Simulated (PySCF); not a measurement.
**C8H16Si: density, localisation and related maps**

The calculation's input:

```
{"job": {"kind": "uv", "xc": "wB97X-D", "basis": "def2-SVPD", "ip": true}, "charge": 0, "multiplicity": 1}
C     -2.061623     1.518075     1.651942
C     -1.650749     0.782188     0.614339
C     -2.500146    -0.284019    -0.018300
C     -1.758826    -1.621597    -0.046804
C     -0.394136    -1.483069    -0.708845
C      0.469812    -0.415912    -0.034867
C      1.837236    -0.290595    -0.708080
Si     3.055229     0.911053     0.096225
C     -0.282328     0.922100     0.007335
H     -3.059049     1.389969     2.082412
H     -1.416053     2.277605     2.102440
H     -3.462885    -0.375822     0.507423
H     -2.726803     0.015158    -1.059338
H     -1.626503    -1.978769     0.989487
H     -2.364142    -2.382186    -0.565574
H      0.137450    -2.449348    -0.700458
H     -0.525250    -1.210836    -1.773308
H      0.627780    -0.731072     1.014250
H      2.329074    -1.278792    -0.733520
H      1.710923     0.009641    -1.764698
H      3.052535     0.737064     1.583431
H      4.436765     0.643988    -0.412113
H      2.724925     2.338519    -0.205217
H      0.297937     1.680491     0.557314
H     -0.383884     1.291013    -1.032032
```

Run with:

```sh
OMP_NUM_THREADS=1 python probes_run.py task.json out
```

Geometry: PBE0-D3(BJ)/def2-SVP.

Method: wB97X-D/def2-SVPD, SCF density, gas phase (PySCF).

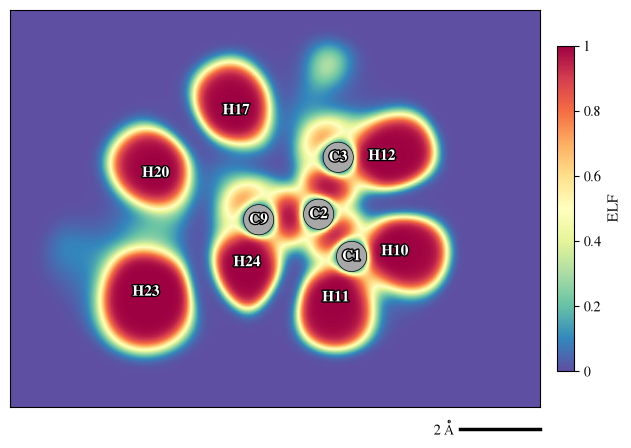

Figure 1. Electron localisation function on the plane of atoms C3, C2 and C9. Grey discs cover the atomic cores.

### Read the bonding off the picture.

- The section cuts through C and H sites.
- C–C (1.34 Å): the ELF peaks at about 0.95 between the atoms (a multiple bond).
- C–H (1.09 Å): the ELF climbs to about 1 towards the hydrogen, as it does in any bond to H (an ordinary covalent bond to hydrogen).
- C–C (1.50 Å): the ELF peaks at about 0.95 between the atoms: a shared electron pair.

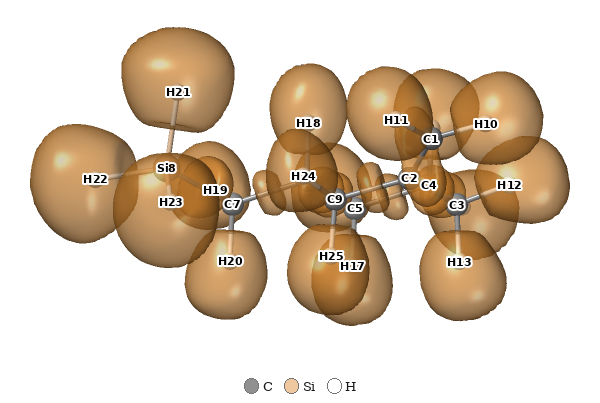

Figure 2. Isosurface of the electron localisation function at 0.8 (orange), seen from one side. Only the valence region is drawn (cores and ρ < 0.01 e/Å³ removed).

### Where are the electrons localised?

The surface consists of eight regions between bonded C–C atoms (shared pairs), one region between bonded C–Si atoms (shared pairs) and 16 regions around hydrogen nuclei. Along the contacts the grid gives the following. C–Si (1.89 Å): the ELF peaks at about 0.95 between the atoms, as expected for a covalent bond.

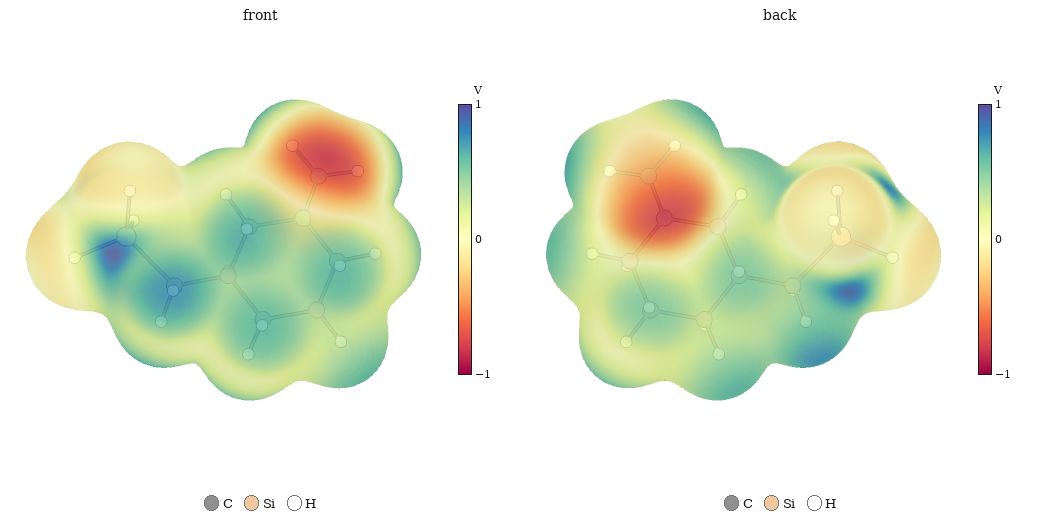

Figure 3. The molecular electrostatic potential painted on the density surface at 0.002 e/bohr³, seen from the front and from behind; the colour scale runs from red (negative) to blue (positive).

### Where is the surface potential most negative and most positive?

The most negative region (about −0.8 V, or −18 kcal/mol for a unit charge) lies over the π face of C1 and C2, the most positive (about +0.8 V, or +18 kcal/mol for a unit charge) over Si8.

### How polar is the molecule by this calculation?

Its dipole moment is 1.26 D.
